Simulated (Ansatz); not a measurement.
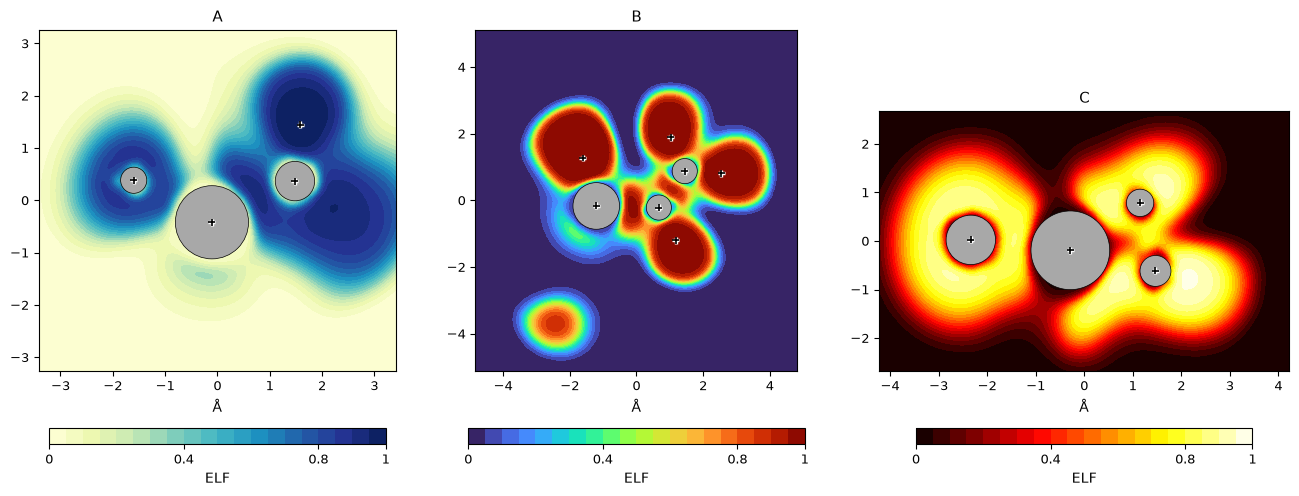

The electron localisation function of 3 systems, each on a plane through atoms (crosses mark nuclei in the plane; grey discs cover the cores).

Method: isolated molecule in a Gaussian basis; Kohn-Sham density functional theory, functional PBE0 (Ansatz).

System 1: CH2F2Si (charge −1, doublet), the plane of atoms C1, Si4 and F2. Geometry: B3LYP-D3(BJ)/def2-SVPD.

```xyz
6

C    -2.0149   -1.9853   -0.3825
F    -1.2864    0.7443   -1.6171
F     0.5304   -0.6543   -0.5217
Si   -1.1346   -0.4480   -0.4179
H    -2.8881   -2.1546   -1.0365
H    -1.2486    0.3950    0.8220
```

System 2: AlClNO (SMILES [Cl][Al]1[N][O]1) (doublet), the molecular plane. Geometry: PBE0-D3(BJ)/def2-SVP.

```xyz
4

Al   -1.1981   -1.4620    3.7178
Cl   -0.5382    0.1848    4.7671
N    -1.5761   -3.0129    2.8766
O    -2.5324   -1.9515    2.7187
```

System 3: C4H11BSi, the plane of atoms H16, C4 and H17. Geometry: B3LYP/def2-SVP.

```csv
atom,x (Å),y (Å),z (Å)
C,1.1061,-0.8625,0.4437
C,1.3344,1.4522,-1.6580
C,-1.4613,0.5746,-0.6272
C,-2.4620,1.2169,-0.0075
B,1.0839,-1.9196,-0.6750
Si,0.3523,0.7886,-0.1883
H,0.1181,-2.6288,-0.8435
H,2.0041,-2.0240,-1.4541
H,0.4812,-1.1170,1.3164
H,2.1204,-0.5783,0.7738
H,0.4266,1.7622,0.9449
H,1.2446,0.7909,-2.5352
H,2.4055,1.5390,-1.4118
H,0.9690,2.4508,-1.9473
H,-1.7262,-0.1139,-1.4429
H,-3.5124,1.0776,-0.2898
H,-2.2770,1.9160,0.8167
```

Q: Match each panel to its system.

A: Panel A is system 1, CH2F2Si: the plane holds C, F, Si and H. Si–F (1.70 Å): the ELF peaks at about 0.85 in the valence shell of F, 0.6 Å from its nucleus, and is about 0.55 at the midpoint. Panel B is system 3, C4H11BSi: the plane holds C, Si and H. C–C (1.34 Å): the ELF peaks at about 0.90 between the atoms: a multiple bond. Panel C is system 2, AlClNO: the plane holds Al, Cl, N and O. N–O (1.44 Å): the ELF peaks at about 0.80 between the atoms: a shared electron pair.
